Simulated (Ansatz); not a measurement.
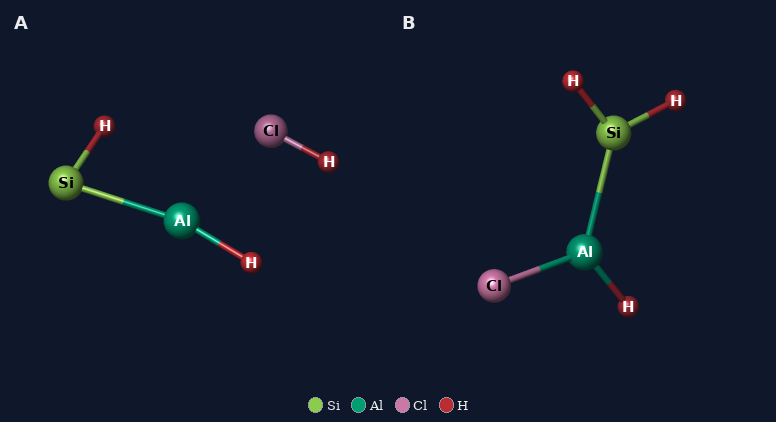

2 stationary structures of one formula. The species is neutral and a spin doublet. Geometries: PBE0-D4/def2-TZVP. Electronic energies: UHF-CCSD(T) (frozen core)/def2-TZVPP (Ansatz 0.2.0), without zero-point energy. No frequency run is at hand to confirm each as a minimum.

**Rank them by energy, lowest first.**

B is lowest (Cs); A lies 67.2 kcal/mol above it (Cs).

Give E(B) − E(A) in kcal/mol at these levels too: UHF-CCSD(T) (frozen core)/def2-TZVPP; B3LYP-D4/def2-TZVPP; ωB97M-V/def2-TZVPP; PBE0-D4/def2-TZVPP; PBE-D4/def2-TZVPP; PBE0-D4/def2-TZVP; r2SCAN-D4/def2-TZVPP.

```tsv
level	E(B) − E(A) (kcal/mol)
UHF-CCSD(T) (frozen core)/def2-TZVPP	−67.2
B3LYP-D4/def2-TZVPP	−66.5
ωB97M-V/def2-TZVPP	−66.3
PBE0-D4/def2-TZVPP	−66.4
PBE-D4/def2-TZVPP	−61.4
PBE0-D4/def2-TZVP	−66.8
r2SCAN-D4/def2-TZVPP	−68.9
```
